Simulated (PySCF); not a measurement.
C6H10, SMILES `C1=CCCCC1`.

PySCF calculation, B3LYP/6-31+G*, gas phase; geometry: GFN2-xTB. No frequency check shows the geometry to be a minimum.

The calculation's input:

```python
import numpy as np
from pyscf import gto, scf, dft
from pyscf.scf import atom_ks, atom_hf
from scipy.linalg import block_diag

def solve(mol, dm0=None, hcore=None):
    mf = (dft.UKS if mol.spin else dft.RKS)(mol, xc='b3lyp')
    mf.grids.level = 3
    mf = mf.density_fit(auxbasis='def2-universal-jkfit')
    mf.conv_tol, mf.max_cycle = 1e-8, 80
    if hcore is not None:
        mf.get_hcore = lambda *args: hcore
    mf.kernel(dm0)
    if not mf.converged:
        mf = mf.newton().run(mf.mo_coeff, mf.mo_occ, max_cycle=30)
    assert mf.converged, 'SCF not converged'
    return mf

mol = gto.M(atom='''
C      0.65900    -1.29109    -0.05266
C     -0.65900    -1.29109     0.05266
C     -1.48377    -0.04227     0.11711
C     -0.68370     1.17568    -0.33742
C      0.68370     1.17568     0.33742
C      1.48377    -0.04227    -0.11711
H      1.20493    -2.22329    -0.10835
H     -1.20493    -2.22329     0.10835
H     -2.37651    -0.16152    -0.50250
H     -1.82634     0.10201     1.14778
H     -1.22767     2.09174    -0.09774
H     -0.54852     1.13709    -1.42054
H      1.22767     2.09174     0.09774
H      0.54852     1.13709     1.42054
H      2.37651    -0.16152     0.50250
H      1.82634     0.10201    -1.14778
''', basis='6-31+g*', charge=0, spin=0, verbose=4)
mf = solve(mol)
out = dict(e0=mf.e_tot, dm0=mf.make_rdm1(), c=mf.mo_coeff, occ=mf.mo_occ, eps=mf.mo_energy)
for name, dq, spin in [('cation', 1, 1), ('anion', -1, 1)]:
    ion = mol.copy().set(charge=mol.charge + dq, spin=spin).build()
    mi = solve(ion)
    if spin and dq > 0 and mol.nao < 130:
        c, _, stable, _ = mi.stability(return_status=True)
        if not stable:
            mi = solve(ion, mi.make_rdm1(c, mi.mo_occ))
    print(name, 'vertical energy change / eV', (mi.e_tot - mf.e_tot) * 27.211386)
    out.update({'e_' + name: mi.e_tot, 'dm_' + name: mi.make_rdm1(), 's2_' + name: mi.spin_square()[0], 'eps_' + name: mi.mo_energy, 'occ_' + name: mi.mo_occ})
# spherically averaged free atoms, for the promolecule
atm = atom_ks.get_atm_nrks(mol, xc='b3lyp')
pro = block_diag(*[(atm[a[0]][2] * atm[a[0]][3]) @ atm[a[0]][2].T for a in mol._atom])
np.savez('result.npz', pro=pro, **out)
```

Launched as:

```sh
OMP_NUM_THREADS=1 python input.py
```

The run took 4.4 min on 1 thread of Intel(R) Xeon(R) Platinum 8375C CPU @ 2.90GHz (Ice Lake) (shared host), peak memory 0.78 GiB.

Partitions, critical points and surface values were worked out afterwards from this run's density.

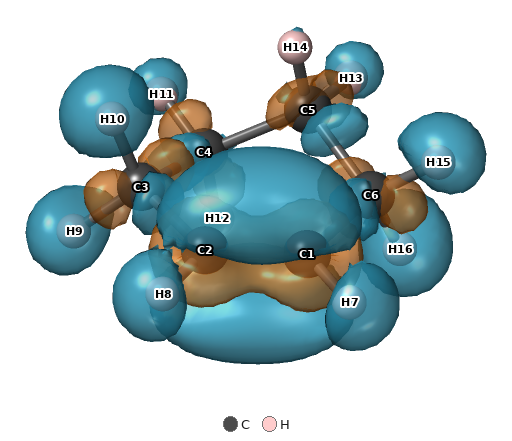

Fukui function f⁻ = ρ(N) − ρ(N−1) at fixed geometry, surfaces at ±0.02 e/Å³ (light blue positive, orange negative).

### On which atoms does the density change most on removal of an electron?

f⁻ (Hirshfeld-condensed) is largest on C1 and C2 (0.20 each); the vertical ionisation energy is 8.96 eV. Condensed values hint at sites of electrophilic attack but needn't mark the atom that reacts. Orbital relaxation makes it negative in places (0.24 e in all).

| atom | f⁻ | charge |
| --- | --- | --- |
| C1 | +0.20 | −0.06 |
| C2 | +0.20 | −0.06 |
| C3 | +0.05 | −0.06 |
| C4 | +0.02 | −0.06 |
| C5 | +0.02 | −0.06 |
| C6 | +0.05 | −0.06 |
| H7 | +0.07 | +0.04 |
| H8 | +0.07 | +0.04 |
| H9 | +0.05 | +0.04 |
| H10 | +0.06 | +0.04 |
| H11 | +0.04 | +0.03 |
| H12 | +0.02 | +0.03 |
| H13 | +0.04 | +0.03 |
| H14 | +0.02 | +0.03 |
| H15 | +0.05 | +0.04 |
| H16 | +0.06 | +0.04 |
